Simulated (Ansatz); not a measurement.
Input

```
crystal:
  periodic: [false, false, false]
  atoms:
    - {symbol: Al, position_ang: [0.047732, -3.497811, -2.040330]}
    - {symbol: Sn, position_ang: [-0.470803, -1.717036, -0.149559]}
    - {symbol: Sn, position_ang: [0.659324, 0.768223, -0.721885]}
    - {symbol: H, position_ang: [1.376427, -4.371432, -1.973050]}
    - {symbol: H, position_ang: [-0.936578, -3.654639, -3.281176]}
    - {symbol: H, position_ang: [-2.154093, -1.436210, 0.060993]}
    - {symbol: H, position_ang: [0.145200, -2.174105, 1.389352]}
    - {symbol: H, position_ang: [0.110752, 1.348176, -2.242001]}
    - {symbol: H, position_ang: [2.370595, 0.652478, -0.794593]}
    - {symbol: H, position_ang: [0.247858, 1.925846, 0.474929]}
basis:
  gaussian:
    orbitals: def2-TZVPD
hamiltonian:
  xc: {name: PBE0}
output: {forces: true, orbitals: {seedname: orbitals}}
```

Launched as:

```sh
ansatz run input.yaml --threads 2 --pin off --max-ram 4350MiB --events-out events.jsonl --progress --plain --runs-dir runs
```

Geometry: PBE0-D3(BJ)/def2-SVP; core potentials replace the inner electrons of Sn.

Theory: isolated molecule in a Gaussian basis; Kohn-Sham density functional theory, functional PBE0 (Ansatz).

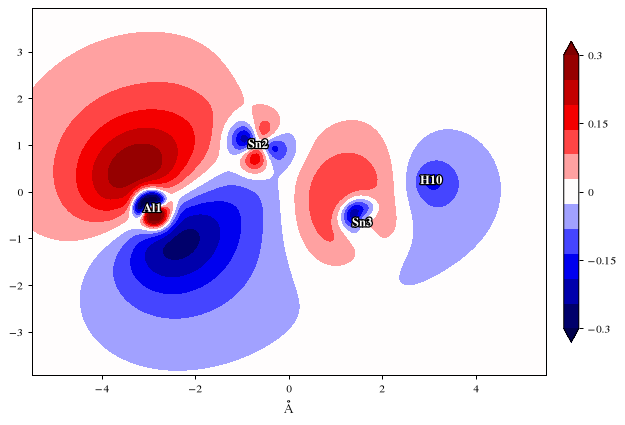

AlH7Sn2 (SMILES [AlH2][SnH2][SnH3]). One frontier orbital on the plane of atoms Al1, Sn2 and Sn3 (values in Å⁻³ᐟ²; the overall sign is arbitrary).

> Which orbital is it: HOMO or LUMO?

The LUMO, at −2.35 eV. It lies mainly on Al1 (about 65 %), Sn2 (about 15 %) and Sn3 (about 10 %).
